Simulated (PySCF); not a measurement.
**SbOF: one geometry, several methods**

How much do the numbers for SbOF (singlet) hang on the method? All levels run at one geometry, the PBE0 minimum.

Computed with PySCF 2.14.0. Level: several methods, basis Sb def2-TZVP with ECP28, O def2-TZVP, F def2-TZVP, scalar-relativistic core potentials, no spin–orbit coupling, density fitting.

**1. The system as given**

3 atoms, charge 0, spin multiplicity 1.

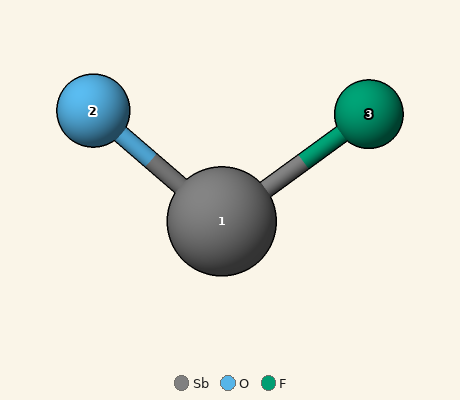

As it starts; antimony grey, oxygen blue, fluorine teal; atoms are numbered from 1 in the order of the file.

Z-matrix (Å, degrees; charge 0 multiplicity 1):
```
Sb
O  1 1.7869
F  1 1.9164 2 103.14
```

**2. Real-space pictures of the lowest minimum**

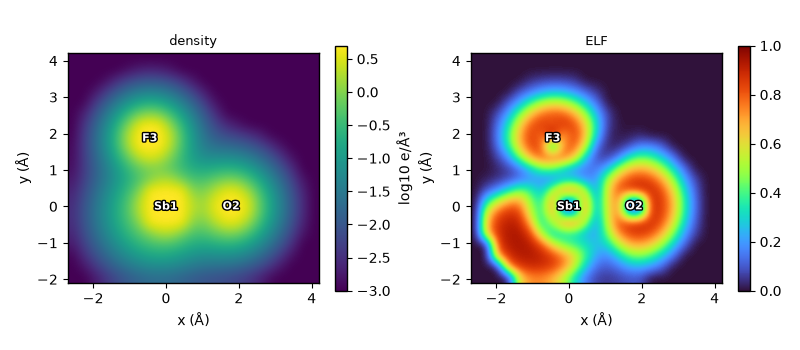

The plane holds Sb1 at (0.00, 0.00), O2 at (1.79, 0.00), F3 at (-0.44, 1.87) Å. ELF is set to 0 where the density is under 0.005 e/Å³; an orbital's overall sign is arbitrary. Electrons inside core potentials are absent.

The fields below are evaluated on a grid from the run's orbitals.

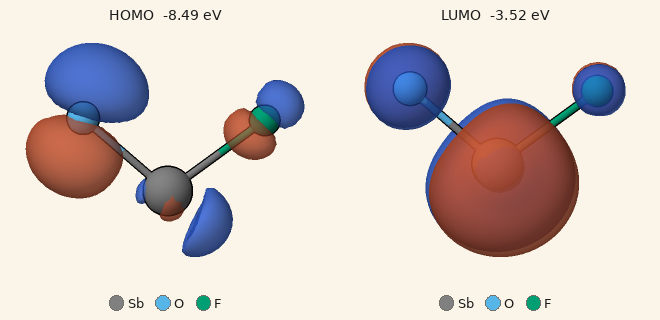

Frontier orbitals at PBE0; each surface holds 70 % of the orbital's density, blue and red mark the sign.

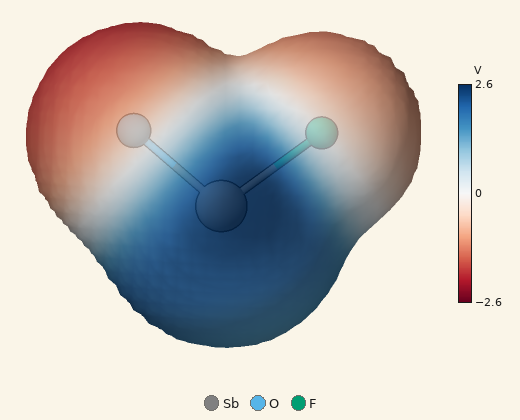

Electrostatic potential on the surface of density 0.002 e/bohr³; red is low, blue high. It runs, from the 1st to the 99th percentile, from -1.85 V near O2 to 2.60 V near Sb1.

Values on the line from Sb1 (at 0) through O2 (at 1.787 Å):

```csv
distance (Å),density (e/Å³),ELF,electrostatic potential (V)
0.71,2.45,0.258,51.4
0.89,1.29,0.214,27.9
1.07,1.6,0.628,20.8
1.25,2.83,0.788,31.6
1.43,5.17,0.581,84.6
1.61,16.7,0.164,310
1.88,149,0.986,838
2.05,7.61,0.262,149
2.23,3.83,0.849,42.5
2.41,1.61,0.882,11.9
2.59,0.634,0.845,2.13
2.77,0.257,0.756,-1.04
```

Making the fields ran for 0.8 s (2 threads of Arm Neoverse V2, shared host).

**3. PBE0**

One driver script runs all steps and calls PySCF; scf.py shows the equivalent input of each level. Each SCF starts from the density of the minimum. The driver also runs the species with one electron less or more at the same geometry; their logs are not shown.

The input, scf.py:

```python
from pyscf import gto, scf, dft
mol = gto.M(atom='''
Sb    -0.040309     0.000000    -0.256789
O     -1.435650     0.000000     0.859396
F      1.465526     0.000000     0.928484''',
    basis={'Sb': 'def2-TZVP', 'O': 'def2-TZVP', 'F': 'def2-TZVP'},
    ecp={'Sb': 'def2-TZVP'},
    charge=0, spin=0)
mf = dft.RKS(mol, xc='PBE0')
mf.grids.atom_grid = (75, 302)
aux = {'Sb': 'def2-universal-JKFIT', 'O': 'def2-universal-JKFIT', 'F': 'def2-universal-JKFIT'}
mf = mf.density_fit(auxbasis=aux)
mf.conv_tol = 1e-08
mf.diis_space = 10
mf.max_cycle = 60
mf.verbose = 4
mf.kernel()
```

On the command line:

```bash
$ OMP_NUM_THREADS=2 python axn.py task.json out
```

What it wrote:

```text
init E= -415.236612717335
  HOMO = -0.311967646328693  LUMO = -0.12953919528503  gap/eV = 4.96413
cycle= 1 E= -415.236612717297  delta_E= 3.75e-11  |g|= 1.83e-05  |ddm|= 1.26e-05
  HOMO = -0.311968075587767  LUMO = -0.129539535986027  gap/eV = 4.96413
Extra cycle  E= -415.236612717142  delta_E= 1.55e-10  |g|= 3.63e-05  |ddm|= 2.52e-05
converged SCF energy = -415.236612717142
```

This level, with the species of one electron less or more, took 1.8 s.

* energy: -415.236613 Eh
* one electron less (charge +1): -414.848846 Eh (doublet, ⟨S²⟩ 0.76)
* one electron more (charge -1): -415.286197 Eh (doublet, ⟨S²⟩ 0.76)
* Mulliken charge of Sb1: +1.04 e

**4. HF**

scf.py: that of step 3 with these lines changed.

```diff
@@ -9,2 +9 @@
-mf = dft.RKS(mol, xc='PBE0')
-mf.grids.atom_grid = (75, 302)
+mf = scf.RHF(mol)
```

What it wrote:

```text
init E= -413.595473813048
  HOMO = -0.430131563116738  LUMO = -0.015963573708067  gap/eV = 11.27009
cycle= 1 E= -413.622237468915  delta_E= -0.0268  |g|= 0.0914  |ddm|= 0.48
  HOMO = -0.430053200682207  LUMO = -0.024953423856477  gap/eV = 11.02333
cycle= 2 E= -413.62356983971  delta_E= -0.00133  |g|= 0.063  |ddm|= 0.126
  HOMO = -0.43827152553662  LUMO = -0.0253289657624656  gap/eV = 11.23674
cycle= 3 E= -413.624327248893  delta_E= -0.000757  |g|= 0.023  |ddm|= 0.0493
  HOMO = -0.436401060575615  LUMO = -0.024655275111737  gap/eV = 11.20417
cycle= 4 E= -413.62447173613  delta_E= -0.000144  |g|= 0.00693  |ddm|= 0.0291
  HOMO = -0.436771932871492  LUMO = -0.0247468110410018  gap/eV = 11.21177
cycle= 5 E= -413.62448874067  delta_E= -1.7e-05  |g|= 0.00255  |ddm|= 0.00877
  HOMO = -0.436634165188283  LUMO = -0.0247029120153215  gap/eV = 11.20922
cycle= 6 E= -413.624493960368  delta_E= -5.22e-06  |g|= 0.000833  |ddm|= 0.00594
  HOMO = -0.436481397134218  LUMO = -0.02464220254598  gap/eV = 11.20672
cycle= 7 E= -413.624494769144  delta_E= -8.09e-07  |g|= 0.000341  |ddm|= 0.00216
  HOMO = -0.436428236026286  LUMO = -0.0246544284865493  gap/eV = 11.20494
cycle= 8 E= -413.624494898471  delta_E= -1.29e-07  |g|= 0.000138  |ddm|= 0.000939
  HOMO = -0.436410622561795  LUMO = -0.0246649437614295  gap/eV = 11.20417
cycle= 9 E= -413.624494917201  delta_E= -1.87e-08  |g|= 6.96e-05  |ddm|= 0.000278
  HOMO = -0.436395750600265  LUMO = -0.0246713712820252  gap/eV = 11.20359
cycle= 10 E= -413.624494925843  delta_E= -8.64e-09  |g|= 2.4e-05  |ddm|= 0.000235
  HOMO = -0.43639374787348  LUMO = -0.0246722885287234  gap/eV = 11.20351
Extra cycle  E= -413.624494926443  delta_E= -6e-10  |g|= 1.54e-05  |ddm|= 4.18e-05
converged SCF energy = -413.624494926443
```

This level, with the species of one electron less or more, took 1.6 s.

| Item | Value |
| --- | --- |
| energy | -413.624495 Eh |
| one electron less (charge +1) | -413.303679 Eh (doublet, ⟨S²⟩ 0.77) |
| one electron more (charge -1) | -413.670726 Eh (doublet, ⟨S²⟩ 0.78) |
| Mulliken charge of Sb1 | +1.32 e |

**5. PBE**

scf.py: that of step 4 with these lines changed.

```diff
@@ -9 +9,2 @@
-mf = scf.RHF(mol)
+mf = dft.RKS(mol, xc='PBE')
+mf.grids.atom_grid = (75, 302)
```

What it wrote:

```text
init E= -415.245016948786
  HOMO = -0.249020507322033  LUMO = -0.155382443466291  gap/eV = 2.54802
cycle= 1 E= -415.243572824096  delta_E= 0.00144  |g|= 0.151  |ddm|= 0.27
  HOMO = -0.290351421975391  LUMO = -0.155616091562646  gap/eV = 3.66634
cycle= 2 E= -415.164156699659  delta_E= 0.0794  |g|= 0.632  |ddm|= 0.489
  HOMO = -0.256701804367943  LUMO = -0.15240141329248  gap/eV = 2.83816
cycle= 3 E= -415.247556313157  delta_E= -0.0834  |g|= 0.0944  |ddm|= 0.369
  HOMO = -0.258765268528741  LUMO = -0.153914250789281  gap/eV = 2.85314
cycle= 4 E= -415.248642007485  delta_E= -0.00109  |g|= 0.0439  |ddm|= 0.0618
  HOMO = -0.256905911248356  LUMO = -0.154525874948053  gap/eV = 2.78590
cycle= 5 E= -415.249098176502  delta_E= -0.000456  |g|= 0.00558  |ddm|= 0.0352
  HOMO = -0.256944514435713  LUMO = -0.154436859703893  gap/eV = 2.78938
cycle= 6 E= -415.249104834289  delta_E= -6.66e-06  |g|= 0.00143  |ddm|= 0.00378
  HOMO = -0.25698462814621  LUMO = -0.154431555584711  gap/eV = 2.79061
cycle= 7 E= -415.249105299621  delta_E= -4.65e-07  |g|= 0.000199  |ddm|= 0.00092
  HOMO = -0.256992803423771  LUMO = -0.154434718082275  gap/eV = 2.79075
cycle= 8 E= -415.249105305844  delta_E= -6.22e-09  |g|= 7.57e-05  |ddm|= 0.000106
  HOMO = -0.257012683007254  LUMO = -0.154434889976699  gap/eV = 2.79128
Extra cycle  E= -415.249105280879  delta_E= 2.5e-08  |g|= 0.000351  |ddm|= 0.000267
converged SCF energy = -415.249105280879
```

This level, with the species of one electron less or more, took 5 s.

```
energy                        : -415.249105 Eh
one electron less (charge +1) : -414.857936 Eh (doublet, ⟨S²⟩ 0.76)
one electron more (charge -1) : -415.289423 Eh (doublet, ⟨S²⟩ 0.75)
Mulliken charge of Sb1        : +0.95 e
```

**6. B3LYP**

scf.py: that of step 5 with these lines changed.

```diff
@@ -9 +9 @@
-mf = dft.RKS(mol, xc='PBE')
+mf = dft.RKS(mol, xc='B3LYP')
```

What it wrote:

```text
init E= -415.490278792129
  HOMO = -0.303152163894261  LUMO = -0.137529118418151  gap/eV = 4.50683
cycle= 1 E= -415.491228008753  delta_E= -0.000949  |g|= 0.0419  |ddm|= 0.146
  HOMO = -0.295981945147918  LUMO = -0.136539951586325  gap/eV = 4.33864
cycle= 2 E= -415.489156789523  delta_E= 0.00207  |g|= 0.11  |ddm|= 0.0762
  HOMO = -0.304941302634013  LUMO = -0.138130529636442  gap/eV = 4.53915
cycle= 3 E= -415.491308416315  delta_E= -0.00215  |g|= 0.0291  |ddm|= 0.073
  HOMO = -0.303530947637601  LUMO = -0.137935466604709  gap/eV = 4.50608
cycle= 4 E= -415.491473430193  delta_E= -0.000165  |g|= 0.00617  |ddm|= 0.0158
  HOMO = -0.303232366371457  LUMO = -0.138014805712135  gap/eV = 4.49580
cycle= 5 E= -415.491480608873  delta_E= -7.18e-06  |g|= 0.000735  |ddm|= 0.00417
  HOMO = -0.303190698293282  LUMO = -0.138004540918001  gap/eV = 4.49494
cycle= 6 E= -415.491480675401  delta_E= -6.65e-08  |g|= 0.000249  |ddm|= 0.000655
  HOMO = -0.30319802913807  LUMO = -0.137994062034647  gap/eV = 4.49543
cycle= 7 E= -415.491480689327  delta_E= -1.39e-08  |g|= 3.06e-05  |ddm|= 0.000203
  HOMO = -0.303202849670583  LUMO = -0.137997391168511  gap/eV = 4.49547
cycle= 8 E= -415.491480689489  delta_E= -1.62e-10  |g|= 5.05e-06  |ddm|= 3.78e-05
  HOMO = -0.303202625057828  LUMO = -0.137997479810334  gap/eV = 4.49546
Extra cycle  E= -415.49148068948  delta_E= 8.98e-12  |g|= 9.19e-06  |ddm|= 9.09e-06
converged SCF energy = -415.49148068948
```

This level, with the species of one electron less or more, ran for 4.1 s (2 threads of Arm Neoverse V2, shared host).

```
energy                        : -415.491481 Eh
one electron less (charge +1) : -415.099502 Eh (doublet, ⟨S²⟩ 0.76)
one electron more (charge -1) : -415.539833 Eh (doublet, ⟨S²⟩ 0.75)
Mulliken charge of Sb1        : +1.05 e
```

**7. r2SCAN**

scf.py: that of step 6 with these lines changed.

```diff
@@ -9,2 +9,2 @@
-mf = dft.RKS(mol, xc='B3LYP')
-mf.grids.atom_grid = (75, 302)
+mf = dft.RKS(mol, xc='R2SCAN')
+mf.grids.atom_grid = (90, 434)
```

What it wrote:

```text
init E= -415.428613677862
  HOMO = -0.268151554161015  LUMO = -0.157106918390841  gap/eV = 3.02168
cycle= 1 E= -415.429378535381  delta_E= -0.000765  |g|= 0.0484  |ddm|= 0.183
  HOMO = -0.281033263934919  LUMO = -0.155408836663124  gap/eV = 3.41841
cycle= 2 E= -415.420180596933  delta_E= 0.0092  |g|= 0.211  |ddm|= 0.178
  HOMO = -0.269150819143039  LUMO = -0.154030085749024  gap/eV = 3.13259
cycle= 3 E= -415.429893421436  delta_E= -0.00971  |g|= 0.021  |ddm|= 0.125
  HOMO = -0.269640112722705  LUMO = -0.154914206550192  gap/eV = 3.12185
cycle= 4 E= -415.429953307129  delta_E= -5.99e-05  |g|= 0.0115  |ddm|= 0.0183
  HOMO = -0.269590318023134  LUMO = -0.155203234116104  gap/eV = 3.11263
cycle= 5 E= -415.429978942968  delta_E= -2.56e-05  |g|= 0.00125  |ddm|= 0.00756
  HOMO = -0.269496547958148  LUMO = -0.155188192123376  gap/eV = 3.11049
cycle= 6 E= -415.429979213986  delta_E= -2.71e-07  |g|= 0.000347  |ddm|= 0.00103
  HOMO = -0.269506505011893  LUMO = -0.155181138546943  gap/eV = 3.11095
cycle= 7 E= -415.429979243606  delta_E= -2.96e-08  |g|= 2.92e-05  |ddm|= 0.000276
  HOMO = -0.269508394850703  LUMO = -0.155181872315342  gap/eV = 3.11098
cycle= 8 E= -415.429979243762  delta_E= -1.55e-10  |g|= 4.98e-06  |ddm|= 2.12e-05
  HOMO = -0.269507858991552  LUMO = -0.155181668102394  gap/eV = 3.11097
Extra cycle  E= -415.429979243738  delta_E= 2.36e-11  |g|= 1.18e-05  |ddm|= 1.14e-05
converged SCF energy = -415.429979243738
```

This level, with the species of one electron less or more, took 12 s.

- energy: -415.429979 Eh
- one electron less (charge +1): -415.040271 Eh (doublet, ⟨S²⟩ 0.76)
- one electron more (charge -1): -415.477960 Eh (doublet, ⟨S²⟩ 0.76)
- Mulliken charge of Sb1: +1.03 e

**8. TPSSh**

scf.py: that of step 7 with these lines changed.

```diff
@@ -9 +9 @@
-mf = dft.RKS(mol, xc='R2SCAN')
+mf = dft.RKS(mol, xc='TPSSH')
```

What it wrote:

```text
init E= -415.323305187125
  HOMO = -0.280949906515918  LUMO = -0.144549476686624  gap/eV = 3.71164
cycle= 1 E= -415.324029196838  delta_E= -0.000724  |g|= 0.0275  |ddm|= 0.0968
  HOMO = -0.287971048995463  LUMO = -0.143891249432954  gap/eV = 3.92061
cycle= 2 E= -415.322576015561  delta_E= 0.00145  |g|= 0.0869  |ddm|= 0.0796
  HOMO = -0.282062026060927  LUMO = -0.143007106006159  gap/eV = 3.78388
cycle= 3 E= -415.324172702101  delta_E= -0.0016  |g|= 0.0157  |ddm|= 0.0537
  HOMO = -0.282597489251884  LUMO = -0.143338899302446  gap/eV = 3.78942
cycle= 4 E= -415.324187257395  delta_E= -1.46e-05  |g|= 0.0115  |ddm|= 0.0145
  HOMO = -0.282276917695352  LUMO = -0.143334847390904  gap/eV = 3.78081
cycle= 5 E= -415.324211713545  delta_E= -2.45e-05  |g|= 0.00141  |ddm|= 0.00658
  HOMO = -0.282262563590372  LUMO = -0.143385933966893  gap/eV = 3.77903
cycle= 6 E= -415.324212053451  delta_E= -3.4e-07  |g|= 0.000246  |ddm|= 0.00124
  HOMO = -0.282259018248944  LUMO = -0.14337406893403  gap/eV = 3.77925
cycle= 7 E= -415.324212066815  delta_E= -1.34e-08  |g|= 4.59e-05  |ddm|= 0.000205
  HOMO = -0.282262101988579  LUMO = -0.143374237673122  gap/eV = 3.77933
cycle= 8 E= -415.324212067258  delta_E= -4.43e-10  |g|= 4.6e-06  |ddm|= 3.71e-05
  HOMO = -0.282261224586641  LUMO = -0.143374267722724  gap/eV = 3.77931
Extra cycle  E= -415.324212067212  delta_E= 4.63e-11  |g|= 1.6e-05  |ddm|= 1.2e-05
converged SCF energy = -415.324212067212
```

This level, with the species of one electron less or more, took 11 s.

```
energy                        : -415.324212 Eh
one electron less (charge +1) : -414.937292 Eh (doublet, ⟨S²⟩ 0.76)
one electron more (charge -1) : -415.369712 Eh (doublet, ⟨S²⟩ 0.75)
Mulliken charge of Sb1        : +1.02 e
```

**9. PBEsol**

scf.py: that of step 8 with these lines changed.

```diff
@@ -9,2 +9,2 @@
-mf = dft.RKS(mol, xc='TPSSH')
-mf.grids.atom_grid = (90, 434)
+mf = dft.RKS(mol, xc='PBEsol')
+mf.grids.atom_grid = (75, 302)
```

What it wrote:

```text
init E= -414.456878568447
  HOMO = -0.245997708084602  LUMO = -0.155561672206755  gap/eV = 2.46089
cycle= 1 E= -414.449278440739  delta_E= 0.0076  |g|= 0.25  |ddm|= 0.304
  HOMO = -0.30574052438909  LUMO = -0.157495688634988  gap/eV = 4.03395
cycle= 2 E= -414.283228342867  delta_E= 0.166  |g|= 0.928  |ddm|= 0.704
  HOMO = -0.257258401572798  LUMO = -0.153329172339724  gap/eV = 2.82806
cycle= 3 E= -414.459720934252  delta_E= -0.176  |g|= 0.138  |ddm|= 0.551
  HOMO = -0.260831169391569  LUMO = -0.155220590400468  gap/eV = 2.87381
cycle= 4 E= -414.461794099696  delta_E= -0.00207  |g|= 0.0698  |ddm|=  0.1
  HOMO = -0.257524155209783  LUMO = -0.155440440958028  gap/eV = 2.77784
cycle= 5 E= -414.462826885681  delta_E= -0.00103  |g|= 0.0147  |ddm|= 0.055
  HOMO = -0.258095368001175  LUMO = -0.155558979484233  gap/eV = 2.79016
cycle= 6 E= -414.462874876892  delta_E= -4.8e-05  |g|= 0.00271  |ddm|= 0.009
  HOMO = -0.258170494440009  LUMO = -0.155546086464149  gap/eV = 2.79255
cycle= 7 E= -414.462876410024  delta_E= -1.53e-06  |g|= 0.000376  |ddm|= 0.00184
  HOMO = -0.258179885201436  LUMO = -0.155544012350465  gap/eV = 2.79286
cycle= 8 E= -414.462876432959  delta_E= -2.29e-08  |g|= 0.000132  |ddm|= 0.000238
  HOMO = -0.258185735564449  LUMO = -0.155543785358915  gap/eV = 2.79303
cycle= 9 E= -414.462876436684  delta_E= -3.73e-09  |g|= 2.65e-05  |ddm|= 8.73e-05
  HOMO = -0.258189319570807  LUMO = -0.155545005551367  gap/eV = 2.79309
Extra cycle  E= -414.462876434718  delta_E= 1.97e-09  |g|= 0.000103  |ddm|= 7.99e-05
converged SCF energy = -414.462876434718
```

This level, with the species of one electron less or more, took 5.2 s.

```
energy                        : -414.462876 Eh
one electron less (charge +1) : -414.069106 Eh (doublet, ⟨S²⟩ 0.76)
one electron more (charge -1) : -414.503456 Eh (doublet, ⟨S²⟩ 0.75)
Mulliken charge of Sb1        : +0.92 e
```

**10. BHandHLYP**

scf.py: that of step 9 with these lines changed.

```diff
@@ -9 +9 @@
-mf = dft.RKS(mol, xc='PBEsol')
+mf = dft.RKS(mol, xc='BHANDHLYP')
```

What it wrote:

```text
init E= -415.254420475708
  HOMO = -0.366155154273279  LUMO = -0.0992447250523014  gap/eV = 7.26300
cycle= 1 E= -415.255823342911  delta_E= -0.0014  |g|= 0.0904  |ddm|= 0.179
  HOMO = -0.346672972402539  LUMO = -0.100989096505799  gap/eV = 6.68540
cycle= 2 E= -415.251096266314  delta_E= 0.00473  |g|= 0.182  |ddm|= 0.158
  HOMO = -0.364138468920847  LUMO = -0.103140072579723  gap/eV = 7.10213
cycle= 3 E= -415.257290347077  delta_E= -0.00619  |g|= 0.0249  |ddm|= 0.106
  HOMO = -0.362810234176388  LUMO = -0.102556504723086  gap/eV = 7.08186
cycle= 4 E= -415.257389704236  delta_E= -9.94e-05  |g|= 0.00448  |ddm|= 0.0137
  HOMO = -0.36306430744679  LUMO = -0.102356108201644  gap/eV = 7.09423
cycle= 5 E= -415.257394346473  delta_E= -4.64e-06  |g|= 0.000845  |ddm|= 0.00401
  HOMO = -0.363113738945877  LUMO = -0.102319192150684  gap/eV = 7.09658
cycle= 6 E= -415.25739473958  delta_E= -3.93e-07  |g|= 0.000243  |ddm|= 0.00137
  HOMO = -0.363147720682214  LUMO = -0.102322021026897  gap/eV = 7.09743
cycle= 7 E= -415.257394799301  delta_E= -5.97e-08  |g|= 0.000134  |ddm|= 0.000582
  HOMO = -0.363163019837667  LUMO = -0.102313322055945  gap/eV = 7.09808
cycle= 8 E= -415.257394809725  delta_E= -1.04e-08  |g|= 4.48e-05  |ddm|= 0.000246
  HOMO = -0.363168153789068  LUMO = -0.102309700523694  gap/eV = 7.09832
cycle= 9 E= -415.257394810666  delta_E= -9.41e-10  |g|= 9.79e-06  |ddm|= 8.73e-05
  HOMO = -0.36317071835672  LUMO = -0.102310857463006  gap/eV = 7.09836
Extra cycle  E= -415.257394810702  delta_E= -3.57e-11  |g|= 8.66e-06  |ddm|= 1.7e-05
converged SCF energy = -415.257394810702
```

This level, with the species of one electron less or more, ran for 4.8 s (2 threads of Arm Neoverse V2, shared host).

```
energy                        : -415.257395 Eh
one electron less (charge +1) : -414.880431 Eh (doublet, ⟨S²⟩ 0.76)
one electron more (charge -1) : -415.310475 Eh (doublet, ⟨S²⟩ 0.76)
Mulliken charge of Sb1        : +1.16 e
```

**11. All levels side by side**

| level | atomisation energy (kJ/mol) | vertical ionisation energy (eV) | vertical electron affinity (eV) | −ε(HOMO) (eV) | gap (eV) | dipole (D) | wall time |
| --- | --- | --- | --- | --- | --- | --- | --- |
| PBE0 | 837 | 10.55 | 1.35 | 8.49 | 4.96 | 4.10 | 1.8 s |
| HF | 315 | 8.73 | 1.26 | 11.87 | 11.20 | 4.85 | 1.6 s |
| PBE | 953 | 10.64 | 1.10 | 6.99 | 2.79 | 3.77 | 5 s |
| B3LYP | 870 | 10.67 | 1.32 | 8.25 | 4.50 | 4.13 | 4.1 s |
| r2SCAN | 876 | 10.60 | 1.31 | 7.33 | 3.11 | 3.89 | 12 s |
| TPSSh | 857 | 10.53 | 1.24 | 7.68 | 3.78 | 3.91 | 11 s |
| PBEsol | 1013 | 10.72 | 1.10 | 7.03 | 2.79 | 3.75 | 5.2 s |
| BHandHLYP | 739 | 10.26 | 1.44 | 9.88 | 7.10 | 4.48 | 4.8 s |

Times are for 2 threads of Arm Neoverse V2, shared host; PBE0 starts from its own converged density, so its time is not comparable. A dash stands where a species or a free atom was not run at that level, or the quantity is not defined.

Atomisation goes to high-spin atoms in their ground configurations, run at the same level, without zero-point energy.

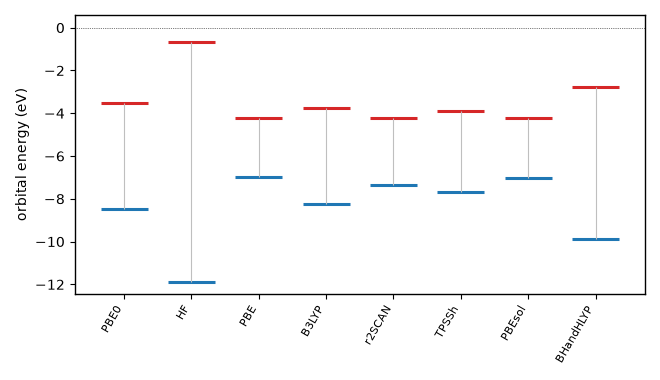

Highest occupied (blue) and lowest empty (red) levels by method.

**12. Outcome**

```
                         quantity                              value
        atomisation energy, range   315 (HF) to 1013 (PBEsol) kJ/mol
vertical ionisation energy, range     8.73 (HF) to 10.72 (PBEsol) eV
vertical electron affinity, range  1.10 (PBE) to 1.44 (BHandHLYP) eV
               orbital gap, range        2.79 (PBE) to 11.20 (HF) eV
```

**Reading.** The atomisation energy spreads over 698 kJ/mol, from HF to PBEsol; without a CCSD(T) value for it there is no yardstick here. Without diffuse functions electron affinities tend to come out too low.  Spin–orbit coupling is left out.
